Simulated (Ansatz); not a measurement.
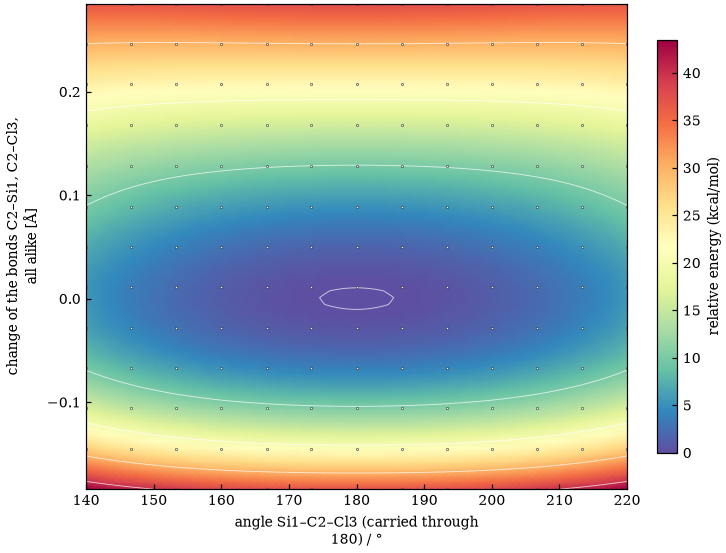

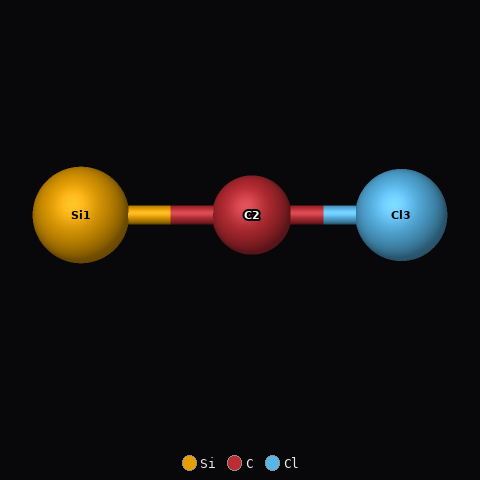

Energy landscape of CClSi, SMILES [Si+]#CCl, charge +1. First axis: angle Si1–C2–Cl3 (carried through 180). Second axis: change of the bonds C2–Si1, C2–Cl3, all alike. Nothing is relaxed (all other coordinates rigid). The grid has 13 × 13 points; 112 points were computed and 57 follow by symmetry. Points are written as (first, second). Energies are in kcal/mol, from the lowest grid point. Method: Ansatz, RKS PBE0-D4/def2-TZVP.

Drawn: a smooth colour map with a few white contour lines, dots at the grid points. Between grid points the surface is interpolated. The second picture is the structure at the lowest point.

Q: Where are the wells?

A: The lowest grid point is at (180.0°, 0.011 Å). It is the only kind of minimum in the scanned range. The highest grid point, (140.0°, −0.184 Å), lies 43.4 kcal/mol above the lowest. Round the minimum the two coordinates are nearly uncoupled.

Time for the 112 points that were run: 18 min on 1 thread of Intel(R) Xeon(R) Platinum 8375C CPU @ 2.90GHz (Ice Lake), with other jobs on the host.
